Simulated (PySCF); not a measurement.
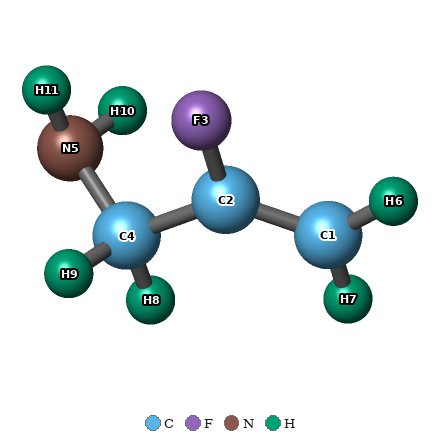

C₃H₆FN, SMILES C=C(F)CN. Vertical core-electron binding energies by ΔSCF (SCAN, pcX-2 on the ionised atom, pcseg-1 elsewhere, spin-free X2C; PySCF, at a PBE0-D3(BJ)/def2-SVP geometry (no frequency check)), gas phase, against the vacuum level. One atom of each kind was ionised; within a panel, areas follow the number of like atoms, Gaussians of 1.0 eV full width. Only the regions named are shown. Lines closer than the width merge in the curve.

Question: Predict the C 1s photoelectron lines.

Answer:
| level | atoms | binding energy (eV) |
| --- | --- | --- |
| C 1s | C2 | 292.9 |
| C 1s | C4 | 292.1 |
| C 1s | C1 | 290.4 |

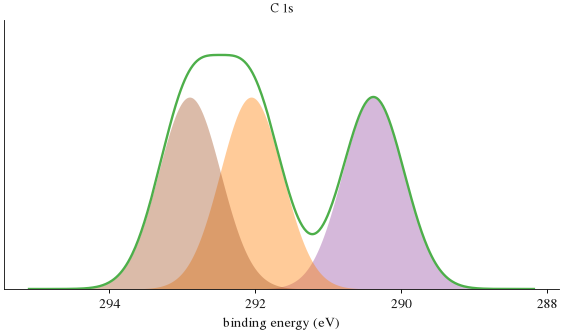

Note: one conformer of a flexible molecule.
